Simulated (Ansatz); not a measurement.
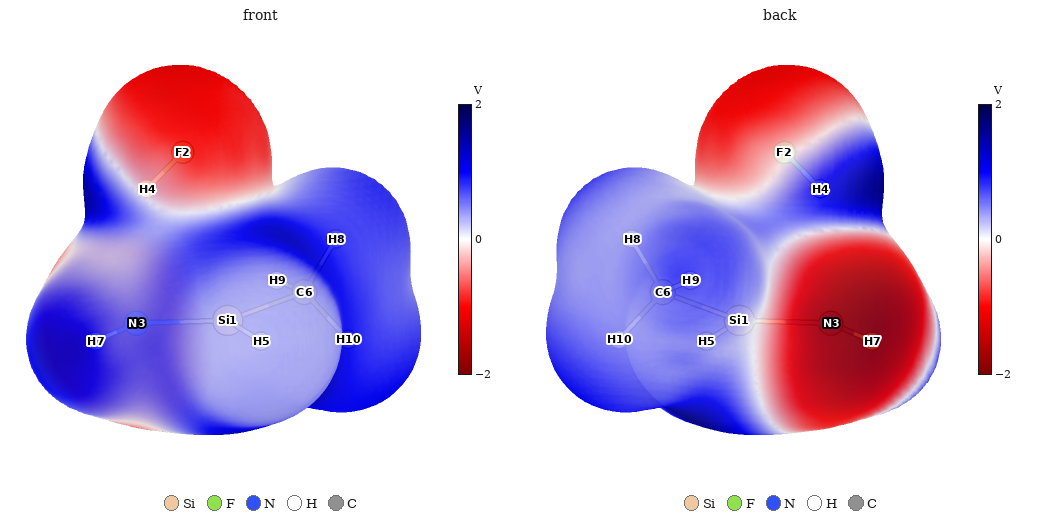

*CH₅NSi···HF. The molecular electrostatic potential painted on the density surface at 0.002 e/bohr³, seen from the front and from behind; red is negative and blue positive.*

Not at a stationary point (largest force 1.4 eV/Å).

Computed with RKS BLYP/def2-SVP (Ansatz 0.2.0).

```xyz
10

Si   -0.6011    0.5802   -0.0278
F     2.2891    0.2921   -0.6847
N    -0.6158    0.3060   -1.6388
H     1.6724    0.1325   -1.3561
H    -0.8405    1.8836    0.6891
C    -0.3184   -0.8553    1.1389
H    -0.8108    1.1058   -2.2597
H     0.5941   -0.6846    1.7465
H    -0.1944   -1.7892    0.5577
H    -1.1747   -0.9709    1.8351
```

Describe the electrostatic potential map.

Answer. The most negative region (about −1.8 V, or −42 kcal/mol for a unit charge) lies over N3, the most positive (about +1.6 V, or +37 kcal/mol for a unit charge) over Si1 and H4. N3 is the likeliest acceptor of a hydrogen bond.
